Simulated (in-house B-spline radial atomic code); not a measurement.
**Mg⁴⁺: a fraction of an electron removed from 2p**

How does the PBE0 energy of Mg⁴⁺ change when part of an electron is removed from 2p?

Program: in-house B-spline radial atomic code version 1. Level of theory: scalar-relativistic (spin-free one-electron X2C) PBE0, spin-polarised, spherical fractional occupations, Fermi nucleus, basis-set limit. These are calculated values, not measurements, unless marked.

## Step 1: Starting point

* element: magnesium (Z = 12)
* charge: +4
* electrons: 8
* configuration: [He] 2s2 2p4
* Hamiltonian: scalar-relativistic (X2C)
* nucleus: Fermi, rms radius 3.057 fm

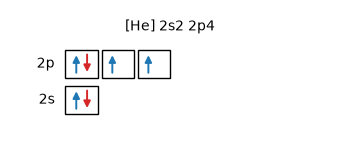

The shells outside the core, filled by Hund's rule for the drawing.

Where spins are not typed, each open shell is filled with up spins first.

## Step 2: The start, at fraction 0

Settings of the run:

```ini
Z = 12
electrons = 8.0
configuration = [He] 2s2 2p4
hamiltonian = x2c
method = pbe0
spin_polarised = True
nucleus = fermi
rms_radius = 3.057
mass_number = 24
atomic_mass = 23.985041689
speed_of_light = 137.035999084
```

From the run's result record (rounded, not every field):

```text
status: converged
scf [iteration, energy, orbital gradient]:
  - [1, -188.305263265, 0.49]
  - [2, -191.974134014, 0.176]
  - [3, -192.301017667, 0.0645]
  - [4, -192.34642439, 0.0237]
  - [5, -192.352330438, 0.00634]
  - [6, -192.352968334, 0.000102]
  - [7, -192.352968427, 1.41e-05]
  - [8, -192.352968427, 1.14e-07]
energy [hartree]: {"total": -192.352968427, "kinetic": 192.735503149, "nuclear": -436.814289711, "coulomb": 65.7375610603, "exact_exchange": -3.37538950991, "xc": -10.6363534157}
orbitals [hartree, bohr; first row names the columns]:
  - ["name", "occ", "eps", "<r>", "<r^2>", "<1/r>", "r_max"]
  - ["1s up", 1.0, -50.702158, 0.13039, 0.02292, 11.667, 0.084958]
  - ["1s down", 1.0, -50.573607, 0.13004, 0.02278, 11.689, 0.08487]
  - ["2s up", 1.0, -6.2446248, 0.64352, 0.491, 2.276, 0.52548]
  - ["2s down", 1.0, -5.9339948, 0.65353, 0.5073, 2.2335, 0.53007]
  - ["2p up", 3.0, -5.0189398, 0.60024, 0.44719, 2.1675, 0.44838]
  - ["2p down", 1.0, -4.5393148, 0.61959, 0.47912, 2.1141, 0.45732]
sum_r [bohr^k]: {"-1": 36.48165, "1": 3.977805, "2": 2.864684}
```

Run time: 0.27 s. Hardware: 1 thread, shared host.

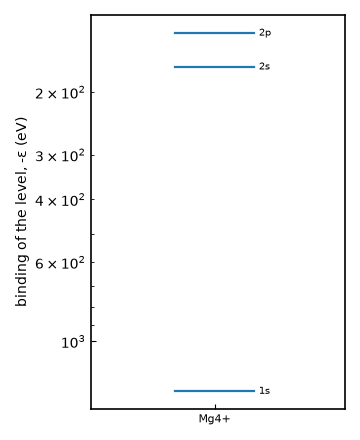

Orbital energies of this run on a logarithmic scale (up spins).

## Step 3: 0.1 electron removed from 2p

Changes to the settings of step 2:

```diff
@@ -1,4 +1,4 @@
 Z = 12
-electrons = 8.0
-configuration = [He] 2s2 2p4
+electrons = 7.9
+configuration = [He] 2s2 2p3.9
 hamiltonian = x2c
```

Main fields:

```text
status: converged
scf [iteration, energy, orbital gradient]:
  - [1, -187.927413235, 0.491]
  - [2, -191.549490986, 0.171]
  - [3, -191.845526452, 0.0635]
  - [4, -191.887561919, 0.0237]
  - [5, -191.893272944, 0.00603]
  - [6, -191.893837381, 0.000109]
  - [7, -191.893837462, 1.29e-05]
  - [8, -191.893837463, 9.13e-08]
energy [hartree]: {"total": -191.893837463, "kinetic": 192.281526318, "nuclear": -434.897226241, "coulomb": 64.6465351712, "exact_exchange": -3.35963575304, "xc": -10.5650369573}
orbitals [hartree, bohr; first row names the columns]:
  - ["name", "occ", "eps", "<r>"]
  - ["1s up", 1.0, -50.866901, 0.13039]
  - ["1s down", 1.0, -50.730525, 0.13002]
  - ["2s up", 1.0, -6.3719227, 0.64124]
  - ["2s down", 1.0, -6.0426232, 0.65169]
  - ["2p up", 3.0, -5.1514126, 0.59691]
  - ["2p down", 0.9, -4.6433963, 0.61687]
sum_r [bohr^k]: {"-1": 36.32194, "1": 3.899247, "2": 2.789587}
energy_minus_base [hartree]: 0.459130964
```

Wall time 0.13 s (1 thread, shared host).

energy_minus_base is the energy less that of the reference run.

## Step 4: 0.21 electron removed from 2p

Changes to the settings of step 3:

```diff
@@ -1,4 +1,4 @@
 Z = 12
-electrons = 7.9
-configuration = [He] 2s2 2p3.9
+electrons = 7.79
+configuration = [He] 2s2 2p3.79
 hamiltonian = x2c
```

Main fields:

```text
status: converged
scf [iteration, energy, orbital gradient]:
  - [1, -187.509548517, 0.489]
  - [2, -191.068639214, 0.165]
  - [3, -191.332429389, 0.0623]
  - [4, -191.370789994, 0.0237]
  - [5, -191.37625034, 0.00568]
  - [6, -191.376738606, 0.000117]
  - [7, -191.376738676, 1.16e-05]
  - [8, -191.376738676, 6.89e-08]
energy [hartree]: {"total": -191.376738677, "kinetic": 191.77017379, "nuclear": -432.76718989, "coulomb": 63.4510530648, "exact_exchange": -3.34375939274, "xc": -10.487016248}
orbitals [hartree, bohr; first row names the columns]:
  - ["name", "occ", "eps", "<r>"]
  - ["1s up", 1.0, -51.049902, 0.13038]
  - ["1s down", 1.0, -50.904721, 0.13]
  - ["2s up", 1.0, -6.5129439, 0.63875]
  - ["2s down", 1.0, -6.1626389, 0.64968]
  - ["2p up", 3.0, -5.2983508, 0.59331]
  - ["2p down", 0.79, -4.7585068, 0.61392]
sum_r [bohr^k]: {"-1": 36.14449, "1": 3.813722, "2": 2.708675}
energy_minus_base [hartree]: 0.976229751
```

It took 0.13 s on 1 thread, shared host.

## Step 5: 0.29 electron removed from 2p

Changes to the settings of step 4:

```diff
@@ -1,4 +1,4 @@
 Z = 12
-electrons = 7.79
-configuration = [He] 2s2 2p3.79
+electrons = 7.71
+configuration = [He] 2s2 2p3.71
 hamiltonian = x2c
```

Main fields:

```text
status: converged
scf [iteration, energy, orbital gradient]:
  - [1, -187.202600277, 0.487]
  - [2, -190.709692516, 0.161]
  - [3, -190.951262779, 0.0614]
  - [4, -190.987001106, 0.0237]
  - [5, -190.992259503, 0.00541]
  - [6, -190.99269587, 0.000121]
  - [7, -190.992695933, 1.06e-05]
  - [8, -190.992695934, 5.65e-08]
energy [hartree]: {"total": -190.992695934, "kinetic": 191.390363387, "nuclear": -431.204133326, "coulomb": 62.5848497477, "exact_exchange": -3.3331836344, "xc": -10.4305921083}
orbitals [hartree, bohr; first row names the columns]:
  - ["name", "occ", "eps", "<r>"]
  - ["1s up", 1.0, -51.184162, 0.13038]
  - ["1s down", 1.0, -51.032441, 0.12998]
  - ["2s up", 1.0, -6.6161529, 0.63696]
  - ["2s down", 1.0, -6.2502479, 0.64823]
  - ["2p up", 3.0, -5.4060113, 0.59072]
  - ["2p down", 0.71, -4.842615, 0.6118]
sum_r [bohr^k]: {"-1": 36.01427, "1": 3.752094, "2": 2.650913}
energy_minus_base [hartree]: 1.36027249
```

Run time: 0.13 s. Hardware: 1 thread, shared host.

## Step 6: 0.45 electron removed from 2p

Changes to the settings of step 5:

```diff
@@ -1,4 +1,4 @@
 Z = 12
-electrons = 7.71
-configuration = [He] 2s2 2p3.71
+electrons = 7.55
+configuration = [He] 2s2 2p3.55
 hamiltonian = x2c
```

Main fields:

```text
status: converged
scf [iteration, energy, orbital gradient]:
  - [1, -186.581246374, 0.48]
  - [2, -189.968341089, 0.153]
  - [3, -190.168561084, 0.0596]
  - [4, -190.199209372, 0.0236]
  - [5, -190.204019717, 0.00487]
  - [6, -190.204361484, 0.00013]
  - [7, -190.204361538, 8.61e-06]
  - [8, -190.204361538, 5.43e-08]
energy [hartree]: {"total": -190.204361538, "kinetic": 190.610637713, "nuclear": -428.042975491, "coulomb": 60.8611706256, "exact_exchange": -3.31452899502, "xc": -10.3186653914}
orbitals [hartree, bohr; first row names the columns]:
  - ["name", "occ", "eps", "<r>"]
  - ["1s up", 1.0, -51.455621, 0.13038]
  - ["1s down", 1.0, -51.29046, 0.12994]
  - ["2s up", 1.0, -6.82419, 0.6334]
  - ["2s down", 1.0, -6.4262221, 0.64536]
  - ["2p up", 3.0, -5.6233282, 0.58566]
  - ["2p down", 0.55, -5.0117677, 0.60762]
sum_r [bohr^k]: {"-1": 35.75091, "1": 3.630249, "2": 2.538026}
energy_minus_base [hartree]: 2.14860689
```

Run time: 0.13 s. Hardware: 1 thread, shared host.

## Step 7: 0.5 electron removed from 2p

Changes to the settings of step 6:

```diff
@@ -1,4 +1,4 @@
 Z = 12
-electrons = 7.55
-configuration = [He] 2s2 2p3.55
+electrons = 7.5
+configuration = [He] 2s2 2p3.5
 hamiltonian = x2c
```

Main fields:

```text
status: converged
scf [iteration, energy, orbital gradient]:
  - [1, -186.384299643, 0.477]
  - [2, -189.730181228, 0.151]
  - [3, -189.918358085, 0.059]
  - [4, -189.947470399, 0.0236]
  - [5, -189.952131072, 0.0047]
  - [6, -189.952445912, 0.000133]
  - [7, -189.952445963, 8.01e-06]
  - [8, -189.952445963, 5.32e-08]
energy [hartree]: {"total": -189.952445963, "kinetic": 190.361454459, "nuclear": -427.045570452, "coulomb": 60.3250302029, "exact_exchange": -3.30939220492, "xc": -10.2839679683}
orbitals [hartree, bohr; first row names the columns]:
  - ["name", "occ", "eps", "<r>"]
  - ["1s up", 1.0, -51.541253, 0.13038]
  - ["1s down", 1.0, -51.371788, 0.12993]
  - ["2s up", 1.0, -6.88964, 0.6323]
  - ["2s down", 1.0, -6.4814056, 0.64447]
  - ["2p up", 3.0, -5.6917816, 0.5841]
  - ["2p down", 0.5, -5.064872, 0.60633]
sum_r [bohr^k]: {"-1": 35.66782, "1": 3.59255, "2": 2.503449}
energy_minus_base [hartree]: 2.40052246
```

It took 0.13 s on 1 thread, shared host.

## Step 8: 0.54 electron removed from 2p

Changes to the settings of step 7:

```diff
@@ -1,4 +1,4 @@
 Z = 12
-electrons = 7.5
-configuration = [He] 2s2 2p3.5
+electrons = 7.46
+configuration = [He] 2s2 2p3.46
 hamiltonian = x2c
```

Main fields:

```text
status: converged
scf [iteration, energy, orbital gradient]:
  - [1, -186.224402584, 0.474]
  - [2, -189.537344986, 0.149]
  - [3, -189.716251204, 0.0586]
  - [4, -189.744165858, 0.0235]
  - [5, -189.748705728, 0.00456]
  - [6, -189.749000047, 0.000134]
  - [7, -189.749000096, 7.56e-06]
  - [8, -189.749000096, 5.22e-08]
energy [hartree]: {"total": -189.749000096, "kinetic": 190.160209523, "nuclear": -426.244386216, "coulomb": 59.8970141911, "exact_exchange": -3.3055232525, "xc": -10.2563143422}
orbitals [hartree, bohr; first row names the columns]:
  - ["name", "occ", "eps", "<r>"]
  - ["1s up", 1.0, -51.610031, 0.13038]
  - ["1s down", 1.0, -51.437087, 0.12992]
  - ["2s up", 1.0, -6.9421489, 0.63142]
  - ["2s down", 1.0, -6.5256136, 0.64376]
  - ["2p up", 3.0, -5.7467288, 0.58287]
  - ["2p down", 0.46, -5.1074356, 0.6053]
sum_r [bohr^k]: {"-1": 35.60107, "1": 3.562518, "2": 2.476022}
energy_minus_base [hartree]: 2.60396833
```

Wall time 0.13 s (1 thread, shared host).

## Step 9: 0.74 electron removed from 2p

Changes to the settings of step 8:

```diff
@@ -1,4 +1,4 @@
 Z = 12
-electrons = 7.46
-configuration = [He] 2s2 2p3.46
+electrons = 7.26
+configuration = [He] 2s2 2p3.26
 hamiltonian = x2c
```

Main fields:

```text
status: converged
scf [iteration, energy, orbital gradient]:
  - [1, -185.411673525, 0.466]
  - [2, -188.543447877, 0.139]
  - [3, -188.679840806, 0.0563]
  - [4, -188.702049766, 0.0233]
  - [5, -188.705953517, 0.00387]
  - [6, -188.706156975, 0.000137]
  - [7, -188.706157015, 5.53e-06]
  - [8, -188.706157015, 4.59e-08]
energy [hartree]: {"total": -188.706157015, "kinetic": 189.128593033, "nuclear": -422.195183864, "coulomb": 57.7694368302, "exact_exchange": -3.28943044774, "xc": -10.1195725667}
orbitals [hartree, bohr; first row names the columns]:
  - ["name", "occ", "eps", "<r>"]
  - ["1s up", 1.0, -51.957555, 0.13037]
  - ["1s down", 1.0, -51.766703, 0.12987]
  - ["2s up", 1.0, -7.2066577, 0.62707]
  - ["2s down", 1.0, -6.7473958, 0.64026]
  - ["2p up", 3.0, -6.0239074, 0.57679]
  - ["2p down", 0.26, -5.3212718, 0.60025]
sum_r [bohr^k]: {"-1": 35.26373, "1": 3.414022, "2": 2.341919}
energy_minus_base [hartree]: 3.64681141
```

It took 0.13 s on 1 thread, shared host.

## Step 10: 0.84 electron removed from 2p

Changes to the settings of step 9:

```diff
@@ -1,4 +1,4 @@
 Z = 12
-electrons = 7.26
-configuration = [He] 2s2 2p3.26
+electrons = 7.16
+configuration = [He] 2s2 2p3.16
 hamiltonian = x2c
```

Main fields:

```text
status: converged
scf [iteration, energy, orbital gradient]:
  - [1, -184.991744469, 0.467]
  - [2, -188.027670619, 0.135]
  - [3, -188.145336584, 0.0552]
  - [4, -188.164914861, 0.0232]
  - [5, -188.168491567, 0.00353]
  - [6, -188.168657029, 0.000135]
  - [7, -188.168657065, 4.73e-06]
  - [8, -188.168657065, 4.24e-08]
energy [hartree]: {"total": -188.168657065, "kinetic": 188.596859845, "nuclear": -420.143669554, "coulomb": 56.7138602736, "exact_exchange": -3.28344984936, "xc": -10.0522577803}
orbitals [hartree, bohr; first row names the columns]:
  - ["name", "occ", "eps", "<r>"]
  - ["1s up", 1.0, -52.133578, 0.13037]
  - ["1s down", 1.0, -51.933433, 0.12985]
  - ["2s up", 1.0, -7.340123, 0.62493]
  - ["2s down", 1.0, -6.8586988, 0.63853]
  - ["2p up", 3.0, -6.1640088, 0.57383]
  - ["2p down", 0.16, -5.4287913, 0.59776]
sum_r [bohr^k]: {"-1": 35.09282, "1": 3.340789, "2": 2.276701}
energy_minus_base [hartree]: 4.18431136
```

It took 0.13 s on 1 thread, shared host.

## Step 11: 1 electron removed from 2p

Changes to the settings of step 10:

```diff
@@ -1,4 +1,4 @@
 Z = 12
-electrons = 7.16
-configuration = [He] 2s2 2p3.16
+electrons = 7.0
+configuration = [He] 2s2 2p3
 hamiltonian = x2c
```

Main fields:

```text
status: converged
scf [iteration, energy, orbital gradient]:
  - [1, -184.298038626, 0.465]
  - [2, -187.176319764, 0.129]
  - [3, -187.267375694, 0.0538]
  - [4, -187.283072042, 0.0231]
  - [5, -187.286123781, 0.00311]
  - [6, -187.286238083, 0.000126]
  - [7, -187.28623811, 3.8e-06]
  - [8, -187.28623811, 3.7e-08]
energy [hartree]: {"total": -187.28623811, "kinetic": 187.723916768, "nuclear": -416.824185784, "coulomb": 55.0370556205, "exact_exchange": -3.27680835087, "xc": -9.94621636426}
orbitals [hartree, bohr; first row names the columns]:
  - ["name", "occ", "eps", "<r>"]
  - ["1s up", 1.0, -52.418337, 0.13036]
  - ["1s down", 1.0, -52.202808, 0.12981]
  - ["2s up", 1.0, -7.5553134, 0.62152]
  - ["2s down", 1.0, -7.0372625, 0.63579]
  - ["2p up", 3.0, -6.390241, 0.56917]
sum_r [bohr^k]: {"-1": 34.81628, "1": 3.224982, "2": 2.174785}
energy_minus_base [hartree]: 5.06673032
```

Run time: 0.1 s. Hardware: 1 thread, shared host.

## Step 12: The energy along the path

| fraction | energy change (eV) | less the straight line (eV) | level 2p down (eV) | sum of <r²> (bohr²) |
| --- | --- | --- | --- | --- |
| 0 | 0.0000 | 0.0000 | -123.52 | 2.8647 |
| 0.1 | 12.4936 | -1.2937 | -126.35 | 2.7896 |
| 0.21 | 26.5646 | -2.3887 | -129.49 | 2.7087 |
| 0.29 | 37.0149 | -2.9682 | -131.77 | 2.6509 |
| 0.45 | 58.4666 | -3.5762 | -136.38 | 2.5380 |
| 0.5 | 65.3215 | -3.6148 | -137.82 | 2.5034 |
| 0.54 | 70.8576 | -3.5937 | -138.98 | 2.4760 |
| 0.74 | 99.2348 | -2.7910 | -144.80 | 2.3419 |
| 0.84 | 113.8609 | -1.9522 | -147.72 | 2.2767 |
| 1 | 137.8728 | 0.0000 | empty | 2.1748 |

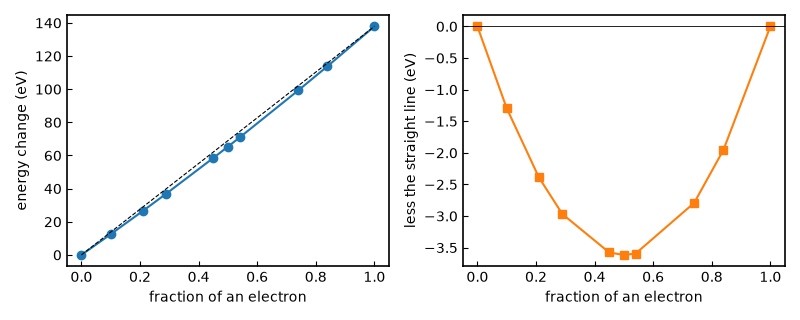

Energy against the fraction, with the straight line between the ends (left), and the difference from it (right).

What this shows: From fraction 0 to 1 the energy changes by 137.873 eV. It sags under the straight line by up to 3.61 eV (at 0.5); exact theory is straight between whole electron numbers, so this convex bend is an error (delocalisation) that favours fractional charges. Slater's transition state, the slope from the orbital energy at fraction 0.5 (Janak's theorem), gives 137.822 eV for the whole step. The tabulated ionisation energy is 141.33 ± 0.03 eV (semi-empirical; NIST Atomic Spectra Database), so the whole step is off by -3.46 eV, and minus the highest level at fraction 0 (123.52 eV) by -17.81 eV. Open shells are averaged (over orientations, and over spins where the run is restricted), while tables refer to the lowest levels. Here exact exchange is taken at spherical fractional occupations, which leaves self-interaction in open p, d and f shells; that spoils the energies somewhat, at whole numbers too.
